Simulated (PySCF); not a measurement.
# HBS (hydrogen boron sulfide) at PBE0/STO-6G

Aim: the vertical singlet–triplet gap of HBS (hydrogen boron sulfide) at PBE0/STO-6G, from 2 runs. Input form: a Python script.

The results are computed with PySCF 2.14.0.

29 further runs of the same task are left out: 15 that didn't finish, 14 set aside as unsound or not needed.

## Step 1: Starting point

The species is HBS (3 atoms), meant as a singlet with charge 0. As SMILES, `B=S`. The shape is that of a GFN2-xTB optimisation.

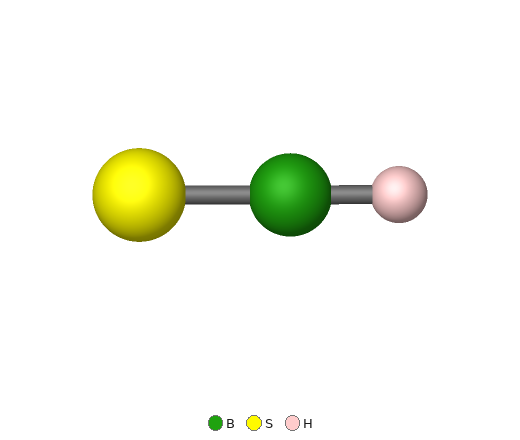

Viewed from a chosen angle; boron green, sulfur yellow, hydrogen pink.

## Step 2: A single-point energy at PBE0/STO-6G

File input.py:

```python
from pyscf import gto, dft

mol = gto.M(
    atom='''
B       -0.041030      -0.016100       0.142540
S        0.395320       0.146510      -1.379660
H       -0.354300      -0.130410       1.237110
''',
    basis='sto-6g',
    verbose=3,
    max_memory=1860,
)

calc0 = dft.RKS(mol, xc='pbe0')
calc0.conv_tol = 1e-10
calc0.grids.level = 5
calc0.kernel()
if not calc0.converged:
    calc0 = calc0.newton().run(calc0.mo_coeff, calc0.mo_occ)

e_tot = calc0.e_tot
print('E = %.10f Eh' % e_tot)
```

Run with:

```sh
$ OMP_NUM_THREADS=1 python input.py
```

Log:

```text
converged SCF energy = -422.020939871855
E = -422.0209398719 Eh
```

It took 1.8 s on 1 thread of Arm Neoverse V1, shared host; peak memory 0.17 GiB.

## Step 3: The triplet at the same level

File calc.py:

```python
from pyscf import gto, dft

mol = gto.M(
    atom='''
B     -0.077535    -0.030425     0.269362
S      0.747047     0.276864    -2.607180
H     -0.669530    -0.246439     2.337799
''',
    spin=2,
    max_memory=1860,
    basis='sto-6g',
    charge=0,
    unit='bohr',
    verbose=4,
)

mf = dft.UKS(mol, xc='pbe0')
mf.grids.level = 5
mf.conv_tol = 1e-10
mf.kernel()
if not mf.converged:
    mf = mf.newton().run(mf.mo_coeff, mf.mo_occ)

e_tot = mf.e_tot
print('E(%s) = %.9f' % ('PBE0', e_tot))
```

Run with:

```sh
$ OMP_NUM_THREADS=1 python calc.py
```

Log:

```text
PySCF version 2.14.0

[INPUT] num. atoms = 3
[INPUT] num. electrons = 22
[INPUT] charge = 0
[INPUT] spin (= nelec alpha-beta = 2S) = 2
[INPUT] symmetry False subgroup None
[INPUT] Mole.unit = bohr
[INPUT] Symbol           X                Y                Z      unit          X                Y                Z       unit  Magmom
[INPUT]  1 B     -0.041029755049  -0.016100216642   0.142540231888 AA   -0.077535000000  -0.030425000000   0.269362000000 Bohr   0.0
[INPUT]  2 S      0.395320247886   0.146510119324  -1.379660240766 AA    0.747047000000   0.276864000000  -2.607180000000 Bohr   0.0
[INPUT]  3 H     -0.354300018027  -0.130409902682   1.237109954512 AA   -0.669530000000  -0.246439000000   2.337799000000 Bohr   0.0

nuclear repulsion = 32.0014506942498
number of shells = 9
number of NR pGTOs = 90
number of NR cGTOs = 15
basis = sto-6g
ecp = {}

******** <class 'pyscf.dft.uks.UKS'> ********
method = UKS
initial guess = minao
damping factor = 0
level_shift factor = 0
DIIS = <class 'pyscf.scf.diis.CDIIS'>
diis_start_cycle = 1
diis_space = 8
diis_damp = 0
SCF conv_tol = 1e-10
SCF conv_tol_grad = None
SCF max_cycles = 50
direct_scf = True
direct_scf_tol = 1e-13
number electrons alpha = 12  beta = 10
XC library pyscf.dft.libxc version 7.0.0
    S. Lehtola, C. Steigemann, M. J.T. Oliveira, and M. A.L. Marques.,  SoftwareX 7, 1–5 (2018)
XC functionals = pbe0
radial grids:
    Treutler-Ahlrichs [JCP 102, 346 (1995); DOI:10.1063/1.469408] (M4) radial grids

becke partition: Becke, JCP 88, 2547 (1988); DOI:10.1063/1.454033
pruning grids: <function nwchem_prune>
grids dens level: 5
symmetrized grids: False
atomic radii adjust function: <function treutler_atomic_radii_adjust>
small_rho_cutoff = 0
Set gradient conv threshold to 1e-05
tot grids = 109752
init E= -421.939665044291

[... the frontier-level lines of each cycle are left out ...]



cycle= 1 E= -421.811196913283  delta_E= 0.128  |g|= 0.057  |ddm|=    2


cycle= 2 E= -421.819106573819  delta_E= -0.00791  |g|= 0.0251  |ddm|= 0.28


cycle= 3 E= -421.822855504189  delta_E= -0.00375  |g|= 0.0195  |ddm|=  0.2


cycle= 4 E= -421.825192522876  delta_E= -0.00234  |g|= 0.012  |ddm|= 0.139


cycle= 5 E= -421.828472514481  delta_E= -0.00328  |g|= 0.00477  |ddm|= 0.325


cycle= 6 E= -421.828860581742  delta_E= -0.000388  |g|= 0.00152  |ddm|= 0.128


cycle= 7 E= -421.828870304075  delta_E= -9.72e-06  |g|= 0.000205  |ddm|= 0.016


cycle= 8 E= -421.828870950304  delta_E= -6.46e-07  |g|= 4.84e-05  |ddm|= 0.00616


cycle= 9 E= -421.828870957428  delta_E= -7.12e-09  |g|= 2.31e-05  |ddm|= 0.000477


cycle= 10 E= -421.828870958783  delta_E= -1.35e-09  |g|= 2.7e-06  |ddm|= 0.00021


cycle= 11 E= -421.8288709588  delta_E= -1.73e-11  |g|= 1.1e-06  |ddm|= 1.8e-05


Extra cycle  E= -421.828870958801  delta_E= -1.36e-12  |g|= 9.75e-07  |ddm|= 4.66e-06
converged SCF energy = -421.828870958801  <S^2> = 2.0047848  2S+1 = 3.0031882
E(PBE0) = -421.828870959
```

It took 3 s on 1 thread of Arm Neoverse V1, shared host; peak memory 0.18 GiB.

## Step 4: Outcome

Level: PBE0/STO-6G.

```
                                        quantity          value
                           singlet: total energy  -422.02094 Eh
                          singlet: dipole moment         0.28 D
                            singlet: HOMO energy       -5.72 eV
                            singlet: LUMO energy        3.04 eV
                          singlet: HOMO–LUMO gap        8.76 eV
                           triplet: total energy  -421.82887 Eh
                          triplet: dipole moment         1.10 D
     triplet: HOMO energy (highest over α and β)       -0.44 eV
                                   triplet: ⟨S²⟩          2.005
vertical energy of the triplet above the singlet       5.226 eV
```

**Reading.** At this shape the triplet lies 5.23 eV (504 kJ/mol) above the singlet. In a minimal basis such a difference can be off by several eV, whatever the method. Mulliken charges (singlet) run from -0.05 on B1 to +0.07 on S2.
